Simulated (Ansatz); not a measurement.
# doublet [GeH4]+ at 6 levels

Wanted: a comparison of 6 runs (U-revPBE/STO-3G, UHSE06/STO-3G, UPBE/STO-3G, UPBE0/STO-3G, USVWN5/STO-3G, UCCSDT(Q)/STO-3G) of doublet [GeH4]+. 

Program for the calculation: Ansatz 0.2.0.

32 further runs of the same task are left out: 3 that didn't finish, 29 set aside as unsound or not needed.

## Step 1: Starting point

[GeH4]+: 5 atoms, total charge +1, spin state doublet. SMILES of the parent species: `[GeH4]`. Geometry: relaxed at PBE0-D4/def2-TZVP. That shape belongs to the parent species and isn't relaxed for this state.

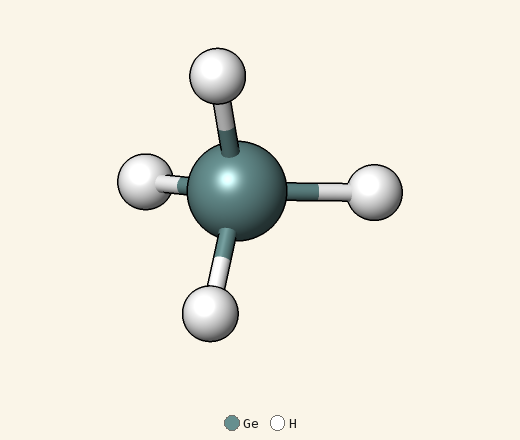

The structure, seen from a chosen angle (germanium teal, hydrogen white).

## Step 2: A single-point energy at U-revPBE/STO-3G (run 1)

Input file molecule.yaml:

```yaml
crystal:
  periodic: [false, false, false]
  atoms:
    - symbol: Ge
      position_ang: [0.000100, 0.000100, -0.000000]
    - symbol: H
      position_ang: [1.148100, -0.756300, 0.680600]
    - symbol: H
      position_ang: [-1.238800, -0.030000, 0.904200]
    - symbol: H
      position_ang: [-0.329200, -0.669100, -1.340600]
    - symbol: H
      position_ang: [0.419800, 1.455400, -0.244100]
basis:
  gaussian: {orbitals: STO-3G}
hamiltonian: {xc: {name: revPBE}}
accuracy: high
magnetization: {spin_polarized: true, initial_magnetization: 1}
total_charge: 1
```

Command:

```console
$ ansatz run molecule.yaml --threads 1 --pin off --max-ram 2610MiB --events-out events.jsonl --progress --plain --runs-dir runs
```

The log of the run:

```text
Warning: RAYON_NUM_THREADS=1 ignored (pool sized by the plan → 1); use --threads N
Functional definition: revPBE
  name "revPBE"
  parameter kappa = 1.245
  parameter beta = 0.06672455060314922
  exchange = pbe_x(kappa = kappa, mu = beta*pi^2/3)
  correlation = pbe_c(beta = beta)
287 factors; integrals over basis functions are off by at most 3.8e-9 eV
mean field evaluation 1: about -55887.5949 eV, gradient 7.6e1 eV
mean field evaluation 2: about -55902.7906 eV, gradient 3.7e1 eV
mean field evaluation 4: about -55915.9833 eV, gradient 8.1e0 eV
mean field evaluation 8: about -55916.6404 eV, gradient 1.4e0 eV
mean field evaluation 16: about -55916.6484 eV, gradient 1.5e-3 eV
mean field evaluation 32: about -55916.6098 eV, gradient 1.5e0 eV
mean field -55916.64844263 eV, -2054.8989286010 hartree, gradient 7.4e-8 eV, S^2 0.750411; 4 other end points of the search recorded, 0 dependent functions left out
reference -55916.64844490 eV, -2054.8989286844 hartree; 18, 17 occupied and 4, 5 virtual orbitals, 287 factors
Total energy: -55916.64844490 eV, -2054.8989286844 hartree
```

It took 4.8 s on 1 thread of Arm Neoverse V1, shared host; peak memory 0.12 GiB.

## Step 3: A single-point energy at UHSE06/STO-3G (run 2)

Input file job.yaml:

```yaml
crystal:
  periodic: [false, false, false]
  atoms:
    - {symbol: Ge, position_ang: [0.000100, 0.000100, -0.000000]}
    - {symbol: H, position_ang: [1.148100, -0.756300, 0.680600]}
    - {symbol: H, position_ang: [-1.238800, -0.030000, 0.904200]}
    - {symbol: H, position_ang: [-0.329200, -0.669100, -1.340600]}
    - {symbol: H, position_ang: [0.419800, 1.455400, -0.244100]}
basis:
  gaussian: {orbitals: STO-3G}
total_charge: 1
magnetization: {spin_polarized: true, initial_magnetization: 1}
hamiltonian: {xc: hse06}
accuracy: high
```

Command:

```console
$ ansatz run job.yaml --threads 1 --pin off --max-ram 2610MiB --events-out events.jsonl --progress --plain --runs-dir runs
```

The log of the run:

```text
Warning: RAYON_NUM_THREADS=1 ignored (pool sized by the plan → 1); use --threads N
Functional definition: HSE06
  name "HSE06"
  parameter a = 0.25
  parameter omega = 0.11/bohr
  exchange = pbe_x - a*pbe_x_sr(omega) + a*exact_x_sr(omega)
  correlation = pbe_c
287 factors; integrals over basis functions are off by at most 3.8e-9 eV
53 factors; integrals over basis functions are off by at most 3.0e-10 eV
mean field evaluation 1: about -55905.5173 eV, gradient 3.5e1 eV
mean field evaluation 2: about -55909.0681 eV, gradient 2.5e1 eV
mean field evaluation 4: about -55914.9307 eV, gradient 2.2e0 eV
mean field evaluation 8: about -55915.0507 eV, gradient 2.5e-1 eV
mean field evaluation 16: about -55915.0344 eV, gradient 5.8e-3 eV
mean field evaluation 32: about -55915.0344 eV, gradient 1.9e-7 eV
mean field -55915.03443922 eV, -2054.8396150698 hartree, gradient 5.1e-8 eV, S^2 0.751787; 2 other end points of the search recorded, 0 dependent functions left out
reference -55915.03444106 eV, -2054.8396151374 hartree; 18, 17 occupied and 4, 5 virtual orbitals, 287 factors
Total energy: -55915.03444106 eV, -2054.8396151374 hartree
```

Wall time 3.6 s (1 thread of Arm Neoverse V1, shared host); peak memory 0.12 GiB.

Runs 3 to 5 aren't shown in full; the table further down has their settings and results.

## Step 4: A single-point energy at UCCSDT(Q)/STO-3G (run 6)

Input file input.yaml:

```yaml
crystal:
  periodic: [false, false, false]
  atoms:
    - symbol: Ge
      position_ang: [0.000100, 0.000100, -0.000000]
    - symbol: H
      position_ang: [1.148100, -0.756300, 0.680600]
    - symbol: H
      position_ang: [-1.238800, -0.030000, 0.904200]
    - symbol: H
      position_ang: [-0.329200, -0.669100, -1.340600]
    - symbol: H
      position_ang: [0.419800, 1.455400, -0.244100]
basis:
  gaussian: {orbitals: STO-3G}
scf: {omitted_lower_state_checks: [cluster_reference, increment]}
correlation: {method: ccsdt_q, frozen_orbitals: {Ge: 9, H: 0}}
total_charge: 1
accuracy: high
magnetization: {spin_polarized: true, initial_magnetization: 1}
```

Command:

```console
$ ansatz run input.yaml --threads 1 --pin off --max-ram 2610MiB --events-out events.jsonl --progress --plain --runs-dir runs
```

The log of the run:

```text
Warning: RAYON_NUM_THREADS=1 ignored (pool sized by the plan → 1); use --threads N
[... 14 lines left out ...]
9 core orbitals not correlated: weight in the atoms' cores, before any rotation towards them, 1.000 or more for the frozen orbitals, at most 0.000 for the correlated occupied ones
[... 73 lines left out ...]
Total energy: -55885.47172137 eV, -2053.7532052269 hartree
Checks for a lower state left out: cluster_reference, increment
```

It took 2.6 s on 1 thread of Arm Neoverse V1, shared host; peak memory 0.11 GiB.

## Step 5: All runs side by side

```csv
run,level,frozen core orbitals,energy (Eh),⟨S²⟩,wall time
1,U-revPBE/STO-3G,–,-2054.898929,0.750,4.8 s
2,UHSE06/STO-3G,–,-2054.839615,0.752,3.6 s
3,UPBE/STO-3G,–,-2054.688796,0.750,5.1 s
4,UPBE0/STO-3G,–,-2054.843458,0.752,2.6 s
5,USVWN5/STO-3G,–,-2051.667324,0.750,2.8 s
6,UCCSDT(Q)/STO-3G,9,-2053.753205,0.762,2.6 s
```

## Step 6: What came out

| quantity | value |
| --- | --- |
| run 6: total energy | -2053.75321 Eh |
| run 6: correlation energy (9 core orbitals frozen) | -65.9 mEh |
| run 6: ⟨S²⟩ of the reference determinant | 0.762 |
| run 6: T1 diagnostic | 0.017 |

In words: Totals of different functionals can't be ranked against each other. In runs 1, 2, 3, 4, 5, 6 the basis is minimal, so the values are rough. All runs together took 22 s, the longest 5.1 s.
